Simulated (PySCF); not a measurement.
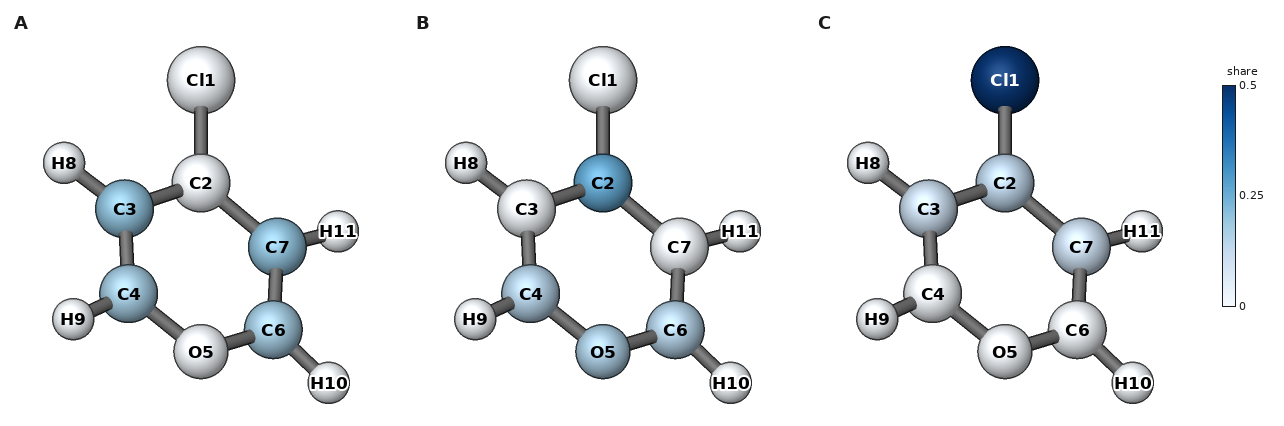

Each panel colours the atoms by their Löwdin share in one orbital (up to four of the largest shares; other atoms are shown as zero). Charge +1, singlet. Computed geometry: GFN2-xTB optimisation. No frequency run is at hand to confirm it as a minimum. Method: CAM-B3LYP/def2-SVPD (PySCF 2.14.0).

> The panels show the HOMO, LUMO, LUMO+1, in some order. Which is which?

A: LUMO+1, −5.36 eV; C3 0.20, C7 0.20, C4 0.17, C6 0.17
B: LUMO, −6.97 eV; C2 0.26, O5 0.16, C4 0.15, C6 0.15
C: HOMO, −15.08 eV; Cl1 0.49, C2 0.13, C3 0.11, C7 0.11
